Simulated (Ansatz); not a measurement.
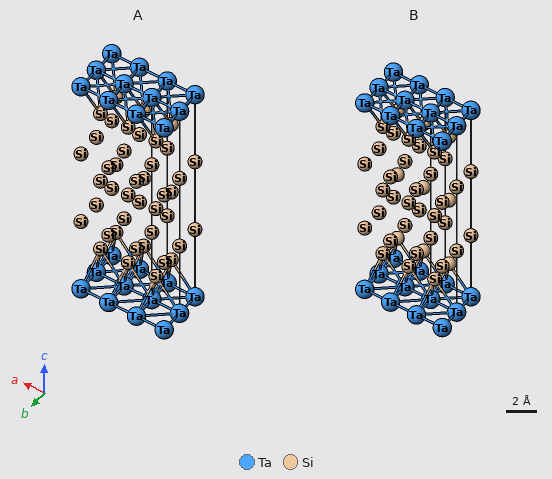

Two geometries of solid TaSi$_{5}$ (a generated structure, set up in P-6m2) (coarse preliminary run), drawn at one scale. One is the start of a relaxation, the other its converged end. The picture is a ball-and-stick view of the cell of the calculation, repeated 3 × 2 × 1 with one cell outlined, seen from a free direction.

These are results of Ansatz 0.2.0, DFT PBE, scalar-relativistic, plane waves, PAW, not measurements. Set-up: plane-wave cutoff 420 eV; k-point mesh 6 × 6 × 1; occupations gaussian; smearing width 0.1 eV; no spin polarisation; cell and atoms relaxed; force threshold 0.04 eV/Å; at most 70 steps.

> Which geometry has the lower energy?

Structure B is the relaxed one. The largest moves relative to the cell, 0.082 Å, are those of Si atoms. Ta stays in place. The volume changes by −19.9 %, with a = b 2.984 → 2.781 Å (−6.8 %), c 15.079 → 13.910 Å (−7.8 %). Near-neighbour distances that change, for instance: Si–Ta 3.027 → 2.734 Å, Ta–Ta 2.984 → 2.781 Å. Bond angles that change, for instance: Ta–Si–Ta 59.1° → 61.1°. The space group stays P-6m2 (No. 187). The energy falls by 261 meV per atom in 4 accepted moves (5 points after the start). The largest force component goes from 1.1 to 0.03 eV/Å. The pressure goes from −15.83 to −0.17 GPa. At 1 point the geometry stayed and the basis and grid were re-selected for the new cell (energy shift of 0.2 meV per atom at most each time).
